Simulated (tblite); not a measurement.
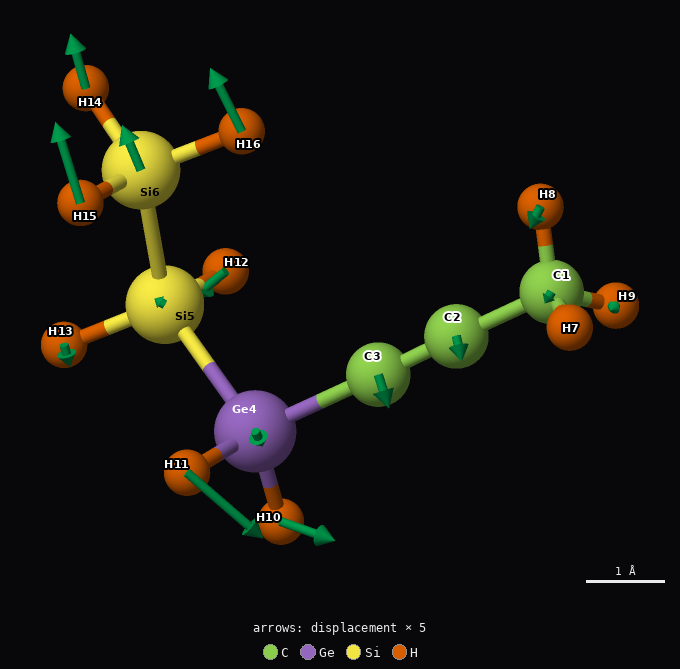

This is a relaxation of C3H10GeSi2. The starting structure is drawn; green arrows show the displacements, 5 times their true length. The two geometries are superimposed by the best rigid fit.

A ball-and-stick model, seen at a tilt.

Method: tblite, GFN2-xTB geometry optimisation, gas phase. 

Q: Which element moves most?

A: Hydrogen: up to 0.27 Å, against 0.13 Å for silicon.

Q: Describe the change and its energy.

A: The largest move after the best rigid fit is that of H11, 0.27 Å. By element the largest moves are H 0.27 Å, Si 0.13 Å, C 0.09 Å, Ge 0.06 Å. Some distances before and after: Si5–Si6 2.227 → 2.316 Å, Ge4–H11 1.560 → 1.514 Å, Ge4–Si5 2.306 → 2.348 Å, Ge4–H10 1.547 → 1.513 Å. Among the angles between lasting bonds that change: Si5–Ge4–H10 110.0° → 117.6°, Si5–Ge4–H11 108.9° → 115.5°, H10–Ge4–H11 109.2° → 102.8°. Over 64 geometry steps the energy falls by 0.246 eV.
